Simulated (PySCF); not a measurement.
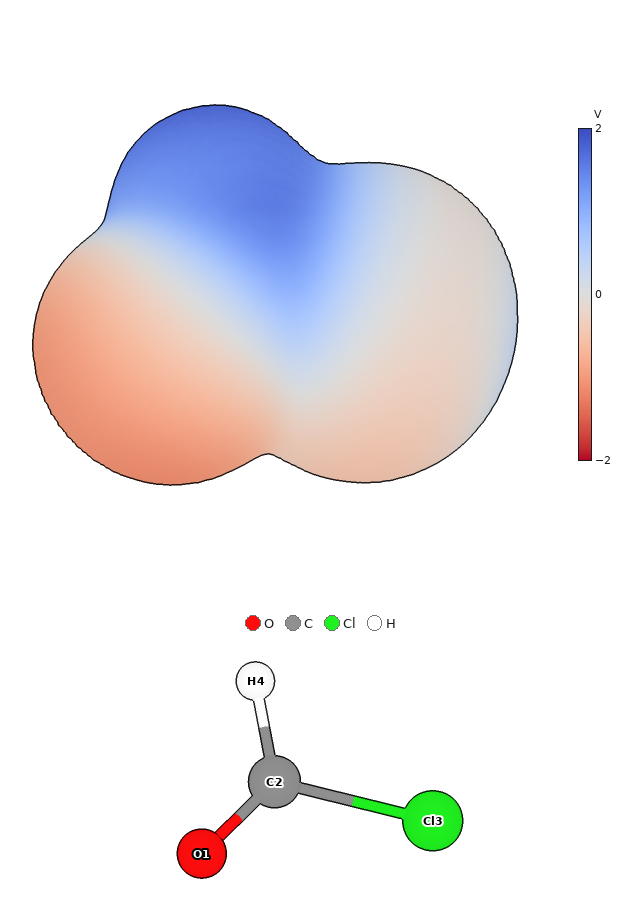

The picture shows: CHClO (SMILES O=CCl). The electrostatic potential painted on the density surface at 0.002 e/bohr³, seen at a tilt; the colour scale runs from red (negative) to blue (positive). The bare structure is drawn below in the same view.

Geometry: PBE0-D3(BJ)/def2-SVP.

These are results of PBE0/pcSseg-1, SCF density, gas phase, non-relativistic in PySCF, not measurements.

```yaml
atoms:
  - { symbol: O, position_ang: [-0.3224, -0.8482, 0.0471] }
  - { symbol: C, position_ang: [0.3912, 0.0899, 0.0256] }
  - { symbol: Cl, position_ang: [2.1532, -0.0094, 0.0101] }
  - { symbol: H, position_ang: [0.0752, 1.1531, 0.0157] }
```

Which sites attract a positive test charge, and which a negative one?

Answer. A positive charge is drawn to the negative regions and a negative charge to the positive ones. The most negative region (about −1.1 V) lies over O1, the most positive (about +1.8 V) over H4. Cl3 shows a σ-hole: about +0.5 V at the tip opposite its bond, against about −0.1 V on its flanks. O1 is the likeliest acceptor of a hydrogen bond.

What dipole moment does the calculation give?

Answer. Its dipole moment is 1.93 D.
